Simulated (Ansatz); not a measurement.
# CH2AlN (SMILES N#[C][AlH2]) at revPBE/aug-cc-pVDZ

What is the electronic atomisation energy of CH2AlN at revPBE/aug-cc-pVDZ? 

The results are computed with Ansatz 0.2.0.

69 further runs of the same task are left out: 69 set aside as unsound or not needed.

## (1) Starting point

CH2AlN has 5 atoms, charge 0, and is taken as a singlet. As SMILES, `N#[C][AlH2]`. Geometry: relaxed at PBE0-D4/def2-TZVP.

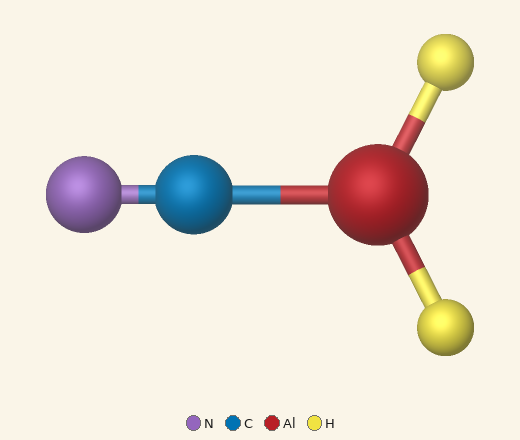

Viewed from a chosen angle; nitrogen purple, carbon blue, aluminium red, hydrogen yellow.

## (2) A single-point energy at revPBE/aug-cc-pVDZ

Contents of job.yaml:

```yaml
crystal:
  periodic: [false, false, false]
  atoms:
    - {symbol: N, position_ang: [1.382300, -1.346000, 1.394200]}
    - {symbol: C, position_ang: [0.714200, -0.698000, 0.711800]}
    - {symbol: Al, position_ang: [-0.407200, 0.390000, -0.434600]}
    - {symbol: H, position_ang: [-1.629700, -0.322900, -1.120200]}
    - {symbol: H, position_ang: [-0.009700, 1.903200, -0.592600]}
basis:
  gaussian:
    orbitals: aug-cc-pVDZ
hamiltonian:
  xc: {name: revPBE}
accuracy: high
output:
  orbitals: {seedname: orbitals}
```

On the command line:

```console
$ ansatz run job.yaml --threads 1 --pin off --max-ram 3480MiB --events-out events.jsonl --progress --plain --runs-dir runs
```

Output:

```text
Warning: RAYON_NUM_THREADS=1 ignored (pool sized by the plan → 1); use --threads N
Functional definition: revPBE
  name "revPBE"
  parameter kappa = 1.245
  parameter beta = 0.06672455060314922
  exchange = pbe_x(kappa = kappa, mu = beta*pi^2/3)
  correlation = pbe_c(beta = beta)
1733 factors; integrals over basis functions are off by at most 3.3e-9 eV
mean field evaluation 1: about -9148.1484 eV, gradient 4.5e1 eV
mean field evaluation 2: about -9120.5199 eV, gradient 1.0e2 eV
mean field evaluation 4: about -9153.1539 eV, gradient 1.7e1 eV
mean field evaluation 8: about -9153.7866 eV, gradient 1.2e-1 eV
mean field evaluation 16: about -9153.7866 eV, gradient 2.6e-7 eV
mean field -9153.78660317 eV, -336.3954530070 hartree, gradient 1.1e-8 eV, S^2 0.000000; 0 other end points of the search recorded, 0 dependent functions left out
reference -9153.78661757 eV, -336.3954535363 hartree; 14, 14 occupied and 77, 77 virtual orbitals, 1733 factors
Total energy: -9153.78661757 eV, -336.3954535363 hartree
```

Run time: 4.8 s. Hardware: 1 thread of Arm Neoverse V2, shared host; peak memory 0.21 GiB.

## (3) The Al atom at the same level

Contents of input.yaml:

```yaml
crystal:
  periodic: [false, false, false]
  atoms:
    - {symbol: Al, position_ang: [0.000000, 0.000000, 0.000000]}
basis:
  gaussian: {orbitals: aug-cc-pVDZ}
magnetization: {spin_polarized: true, initial_magnetization: 1}
hamiltonian: {xc: {name: revPBE}}
accuracy: high
```

Run the same way, it converges to -242.31067 Eh (log not shown).

## (4) The C atom at the same level

Contents of run.yaml:

```yaml
crystal:
  periodic: [false, false, false]
  atoms:
    - {symbol: C, position_ang: [0.000000, 0.000000, 0.000000]}
basis:
  gaussian:
    orbitals: aug-cc-pVDZ
magnetization:
  spin_polarized: true
  initial_magnetization: 2
hamiltonian:
  xc: {name: revPBE}
accuracy: high
```

On the command line:

```console
$ ansatz run run.yaml --threads 1 --pin off --max-ram 3480MiB --events-out events.jsonl --progress --plain --runs-dir runs
```

Output (excerpt; [...] marks lines left out):

```text
Warning: RAYON_NUM_THREADS=1 ignored (pool sized by the plan → 1); use --threads N
[... 6 set-up lines as earlier in the session ...]
195 factors; integrals over basis functions are off by at most 2.5e-9 eV
mean field evaluation 1: about -1029.4281 eV, gradient 6.0e0 eV
mean field evaluation 2: about -1029.5719 eV, gradient 4.1e0 eV
mean field evaluation 4: about -1029.7075 eV, gradient 2.8e-1 eV
mean field evaluation 8: about -1029.7076 eV, gradient 4.0e-4 eV
mean field evaluation 16: about -1029.5873 eV, gradient 4.1e0 eV
mean field evaluation 32: about -1029.7075 eV, gradient 7.6e-2 eV
mean field -1029.70757121 eV, -37.8410552812 hartree, gradient 6.4e-9 eV, S^2 2.003060; 2 other end points of the search recorded, 0 dependent functions left out
reference -1029.70757564 eV, -37.8410554438 hartree; 4, 2 occupied and 19, 21 virtual orbitals, 195 factors
Total energy: -1029.70757564 eV, -37.8410554438 hartree
```

It took 0.5 s on 1 thread of Arm Neoverse V2, shared host.

## (5) The H atom at the same level

Contents of run.yaml:

```yaml
crystal:
  periodic: [false, false, false]
  atoms:
    - symbol: H
      position_ang: [0.000000, 0.000000, 0.000000]
basis:
  gaussian:
    orbitals: aug-cc-pVDZ
magnetization:
  spin_polarized: true
  initial_magnetization: 1
hamiltonian:
  xc: {name: revPBE}
accuracy: high
```

On the command line:

```console
$ ansatz run run.yaml --threads 1 --pin off --max-ram 3480MiB --events-out events.jsonl --progress --plain --runs-dir runs
```

Output (excerpt; [...] marks lines left out):

```text
Warning: RAYON_NUM_THREADS=1 ignored (pool sized by the plan → 1); use --threads N
[... 6 set-up lines as earlier in the session ...]
42 factors; integrals over basis functions are off by at most 4.4e-8 eV
mean field evaluation 1: about -13.7035 eV, gradient 6.2e-1 eV
mean field evaluation 2: about -13.7100 eV, gradient 1.1e-1 eV
mean field evaluation 4: about -13.7089 eV, gradient 7.8e-4 eV
mean field evaluation 8: about -13.7089 eV, gradient 5.8e-9 eV
mean field -13.70891630 eV, -0.5037933817 hartree, gradient 4.2e-8 eV, S^2 0.750000; 0 other end points of the search recorded, 0 dependent functions left out
reference -13.70892273 eV, -0.5037936180 hartree; 1, 0 occupied and 8, 9 virtual orbitals, 42 factors
Total energy: -13.70892273 eV, -0.5037936180 hartree
```

It took 0.12 s on 1 thread of Arm Neoverse V2, shared host.

## (6) The N atom

Contents of run.yaml:

```yaml
crystal:
  periodic: [false, false, false]
  atoms:
    - {symbol: "N", position_ang: [0.000000, 0.000000, 0.000000]}
basis:
  gaussian: {orbitals: aug-cc-pVDZ}
accuracy: high
hamiltonian: {xc: {name: revPBE}}
magnetization: {spin_polarized: true, initial_magnetization: 3}
```

Run the same way, it converges to -54.57852 Eh (log not shown).

## (7) What came out

Level: revPBE/aug-cc-pVDZ.

| quantity | value |
| --- | --- |
| molecule: total energy | -336.39545 Eh |
| molecule: HOMO energy | -7.92 eV |
| molecule: LUMO energy | -3.31 eV |
| molecule: HOMO–LUMO gap | 4.61 eV |
| Al atom: total energy | -242.31067 Eh |
| Al atom: ⟨S²⟩ | 0.756 |
| C atom: total energy | -37.84106 Eh |
| C atom: ⟨S²⟩ | 2.003 |
| H atom: total energy | -0.50379 Eh |
| H atom: ⟨S²⟩ | 0.750 |
| N atom: total energy | -54.57852 Eh |
| N atom: ⟨S²⟩ | 3.753 |
| electronic atomisation energy | 17.895 eV |

What this shows: Taking the molecule apart into free atoms costs 17.89 eV (413 kcal/mol), before zero-point energy and without spin-orbit coupling.
